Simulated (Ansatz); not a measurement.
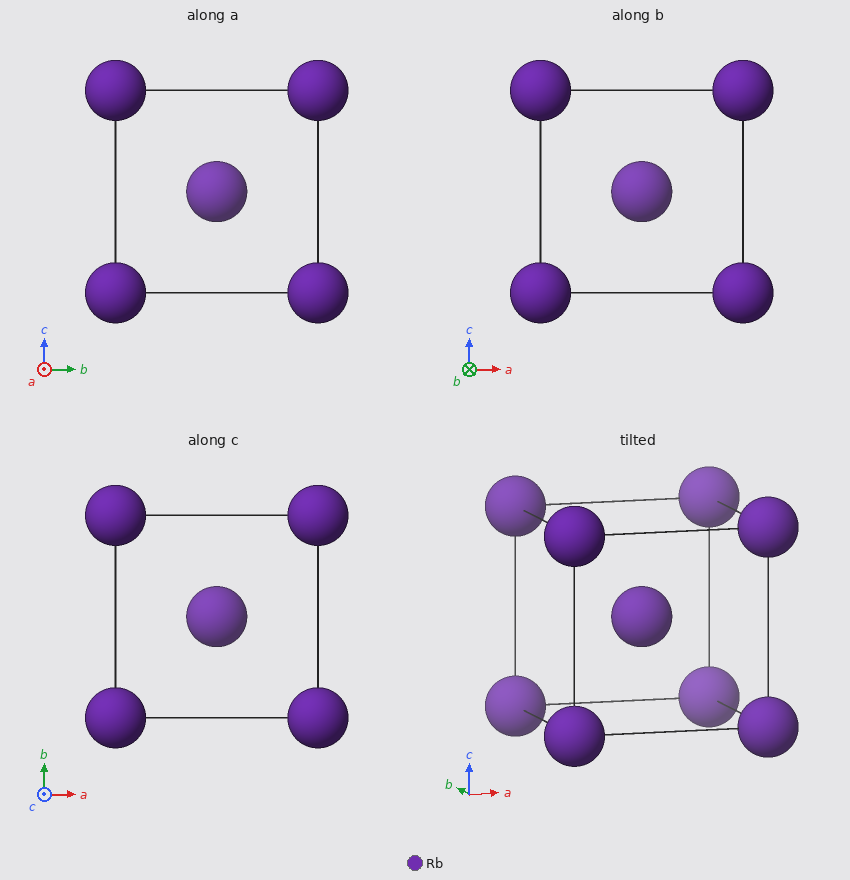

Spheres-only drawing of the structure, looking along the a axis, along the b axis, along the c axis and slightly off an axis. Thin lines show the conventional unit cell, with boundary atoms drawn in all their periodic places.

Lattice parameters: a = 5.6851 Å, b = 5.6851 Å, c = 5.6851 Å, α = 90.000°, β = 90.000°, γ = 90.000°.

> Write the structure as a CIF in P1 with every atom of the cell.

```cif
data_structure
_symmetry_space_group_name_H-M 'P 1'
_symmetry_Int_Tables_number 1
_cell_length_a 5.6851
_cell_length_b 5.6851
_cell_length_c 5.6851
_cell_angle_alpha 90.000
_cell_angle_beta 90.000
_cell_angle_gamma 90.000
_cell_volume 183.75
loop_
_atom_site_label
_atom_site_type_symbol
_atom_site_fract_x
_atom_site_fract_y
_atom_site_fract_z
_atom_site_occupancy
Rb1 Rb 0.0000 0.0000 0.0000 1
Rb2 Rb 0.5000 0.5000 0.5000 1
```

The model was built from the standard structure of this element. Earlier steps of the study may have refined or changed the cell and positions. Ansatz was used for an electronic-structure calculation on it.
